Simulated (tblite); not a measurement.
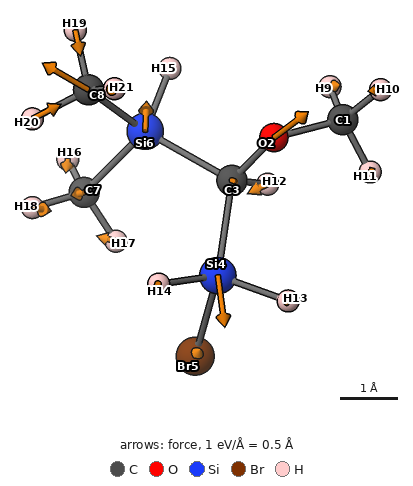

Starting geometry of C₄H₁₃BrOSi₂ with the computed forces as orange arrows. The picture is a ball-and-stick view, seen at a tilt.

Method: GFN2-xTB geometry optimisation, gas phase (tblite). 

### What follows when this structure is relaxed?

It isn't relaxed: the largest force vector, on C3, is 2.33 eV/Å. The final displacements have little in common with the starting forces (cosine between the two patterns 0.14). The largest move after the best rigid fit is that of Br5, 1.84 Å. By element the largest moves are Br 1.84 Å, H 1.42 Å, C 0.62 Å, Si 0.48 Å, O 0.29 Å. Among the contacts that change: C3–Si4 1.825 → 1.894 Å, O2–C3 1.382 → 1.446 Å, C3–Si6 1.867 → 1.928 Å, Si6–C8 1.845 → 1.898 Å. Among the angles between lasting bonds that change: O2–C3–Si4 112.1° → 98.7°, C3–Si6–C8 114.7° → 107.9°, H13–Si4–H14 106.8° → 112.8°. Groups turn about Si6–C7 by about 40°, Si6–C8 by about 40°, C3–Si6 by about 30°. Over 203 geometry steps the energy falls by 0.788 eV. The run took 7.5 s on 1 thread of Intel(R) Xeon(R) Processor @ 2.50GHz, with other jobs on the host.
